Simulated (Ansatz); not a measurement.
# Molecular dynamics of SiPH7SO

The run: molecular dynamics of SiPH7SO. Method and program: UKS PBE0-D4/STO-3G (Ansatz 0.2.0).

One setting was made poor on purpose. It belongs to a series of runs on one base structure; here: an input spoilt on purpose.

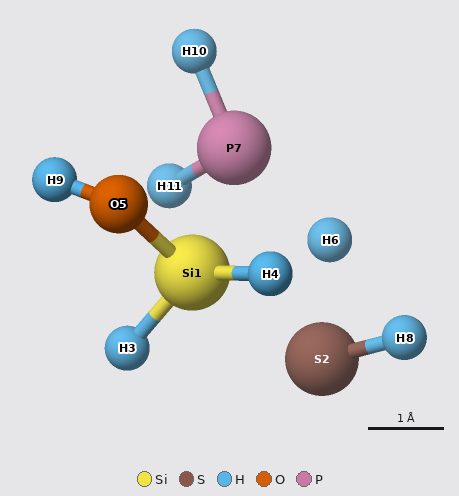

The structure as given in the input (ball-and-stick view, seen at a tilt; atoms are numbered from 1 in the order of the input).

**Input**
```yaml
crystal:
  periodic: [false, false, false]
  atoms:
    - { symbol: Si, position_ang: [-1.0078, -0.1374, 0.0369] }
    - { symbol: S, position_ang: [0.5138, -2.0573, 0.6691] }
    - { symbol: H, position_ang: [-1.2618, -0.9833, -1.1232] }
    - { symbol: H, position_ang: [-1.3949, -0.1821, 1.4338] }
    - { symbol: O, position_ang: [-1.876, 1.2229, -0.232] }
    - { symbol: H, position_ang: [1.7999, -0.8177, 0.5415] }
    - { symbol: P, position_ang: [1.3543, 0.779, -0.2074] }
    - { symbol: H, position_ang: [0.535, -1.9227, 1.9877] }
    - { symbol: H, position_ang: [-1.9164, 1.6964, -1.0575] }
    - { symbol: H, position_ang: [1.6707, 2.0972, -0.5628] }
    - { symbol: H, position_ang: [1.5832, 0.305, -1.4861] }
magnetization:
  spin_polarized: true
basis:
  gaussian: { orbitals: STO-3G }
hamiltonian:
  xc: pbe0
  dispersion: d4
md:
  timestep: 0.5
  n_steps: 25
  ensemble: nve
  temperature: 300.0
  initial_velocities: maxwell_boltzmann
  seed: 549885
  dt: 0.5
```

Machine: 1 thread of AMD EPYC (Zen 3), 192 GiB of memory available, shared host.

Run as:
```bash
ansatz run input.yaml --threads 1 --pin off --max-ram 2048MiB --backend cpu --events-out ev --progress --plain --runs-dir out
```

**The program's output**
```
Error: YAML parse error: error: line 29 column 3: unknown field `dt`, expected one of timestep, n_steps, ensemble, temperature, temperature_schedule, friction, pressure, stress_2d, fix_cell, beads, quantum_up_to, nose_hoover, initial_velocities, initial_site_velocities, seed, constraints, density_extrapolation, masses
  --> <input>:29:3
   |
27 |   initial_velocities: maxwell_boltzmann
28 |   seed: 549885
29 |   dt: 0.5
   |   ^ unknown field `dt`, expected one of timestep, n_steps, ensemble, temperature, temperature_schedule, friction, pressure, stress_2d, fix_cell, beads, quantum_up_to, nose_hoover, initial_velocities, initial_site_velocities, seed, constraints, density_extrapolation, masses
```

**Outcome**

```json
{"quantity": "outcome", "value": "refused by the program"}
```

**Diagnosis**

The program refused the input: “YAML parse error: error: line 29 column 3: unknown field `dt`, expected one of timestep, n_steps, ensemble, temperature, temperature_schedule, friction, pressure, stress_2d, fix_cell, beads, quantum_up_to, nose_hoover, initial_velocities, initial_site_velocities, seed, constraints, density_extrapolation, masses --> …” A deliberately poor setting: bad input.
